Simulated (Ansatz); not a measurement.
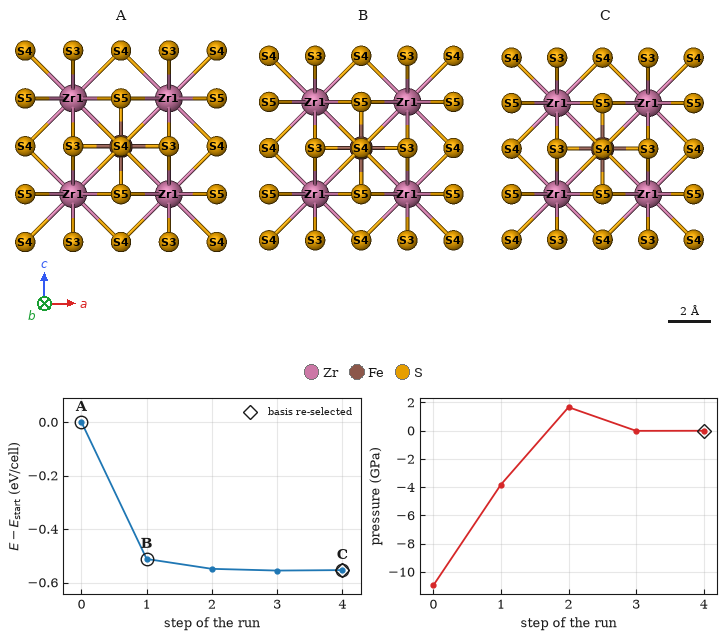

Frames of a relaxation of solid ZrFeS3 (a generated structure, set up in Pm-3m) (coarse preliminary run), marked on the history of the run. The picture is a ball-and-stick view of the cell of the calculation, seen along the b axis.

Theory: Ansatz, DFT PBE, scalar-relativistic, plane waves, PAW. Set-up: plane-wave cutoff 420 eV; k-point mesh 4 × 4 × 4; occupations gaussian; smearing width 0.1 eV; collinear spin; cell and atoms relaxed; force threshold 0.04 eV/Å; at most 70 steps.

Q: Describe the path.

A: No atom moves by more than 0.005 Å relative to the cell. The volume changes by −14.1 %, with a = b = c 4.634 → 4.405 Å (−4.9 %). Near-neighbour distances that change, for instance: S–Zr 3.277 → 3.115 Å, Fe–S 2.317 → 2.203 Å. The space group stays Pm-3m (No. 221). Over 3 accepted moves (4 points after the start) the energy falls by 0.554 eV per cell of the calculation. All forces vanish by symmetry, so only the cell relaxes. The pressure goes from −10.96 to −0.01 GPa. At 1 point the geometry stayed and the basis and grid were re-selected for the new cell (energy shift of 1.8 meV per cell of the calculation at most each time). From step 0 to 1: volume −10.6 %, energy −0.512 eV per cell of the calculation. From step 1 to 4: volume −3.9 %, energy −41.6 meV per cell of the calculation.

| step | E − E(0), meV/atom | pressure, GPa | volume, Å³/atom | note |
| --- | --- | --- | --- | --- |
| 0 | 0.00 | -10.96 | 19.898 |  |
| 1 | -102.40 | -3.82 | 17.792 |  |
| 2 | -109.78 | 1.66 | 16.840 |  |
| 3 | -111.07 | -0.01 | 17.101 |  |
| 4 | -110.72 | -0.01 | 17.101 | same geometry, new basis |
